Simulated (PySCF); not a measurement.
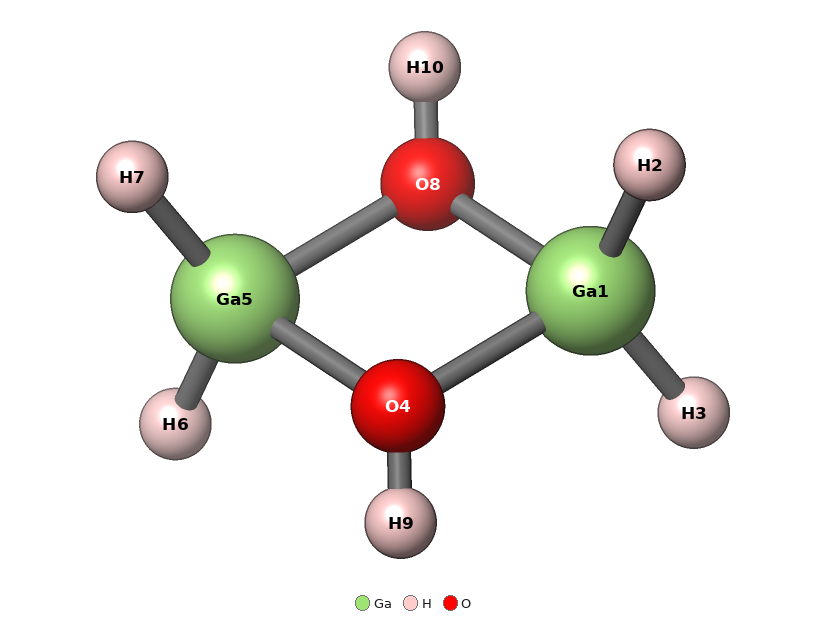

The computed structure is the end point of a PBE0-D3(BJ)/def2-SVP optimisation. No frequency run is at hand to confirm it as a minimum. Electric field gradients from the ground-state density, PBE/pcJ-1 (pcSseg-1 on Ga) (PySCF 2.14.0), non-relativistic apart from any core potentials.

Give the largest field-gradient component, the quadrupole coupling constant and the asymmetry for 69Ga at Ga1 (Q = 171 mb), 17O at O4 (Q = −25.6 mb), 2H at H2 (Q = 2.86 mb), 2H at H9 (Q = 2.86 mb).

```
atom  V_zz (a.u.)  e²qQ/h (MHz)     η
 Ga1       −2.210         −88.8  0.74
  O4        1.245         −7.49  0.93
  H2        0.110         0.074  0.03
  H9        0.466         0.313  0.07
```
